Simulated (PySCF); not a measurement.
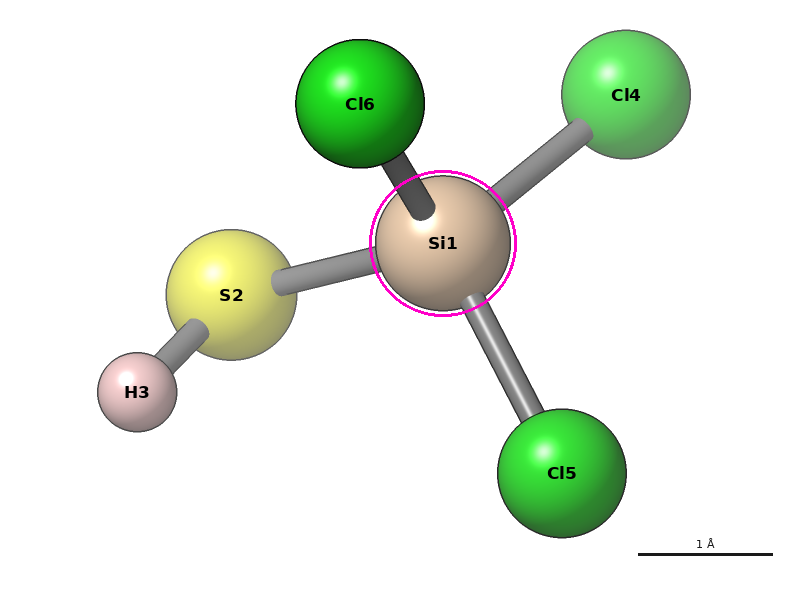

Orthographic view. Distant atoms are faded towards the background colour. The geometry was computed by an optimisation with PBE0-D3(BJ)/def2-SVP. No frequency run is at hand to confirm it as a minimum.

Question: Which atoms are bonded to the circled atom?

Answer: The circled atom is Si1; it is bonded to S2, Cl4, Cl5, Cl6.

Question: Which atom is nearest the viewer?

Answer: Cl6, 1.7 Å in front of the mean position.

Question: Which two atoms are farthest apart in space?

Answer: H3 and Cl4, 4.31 Å.
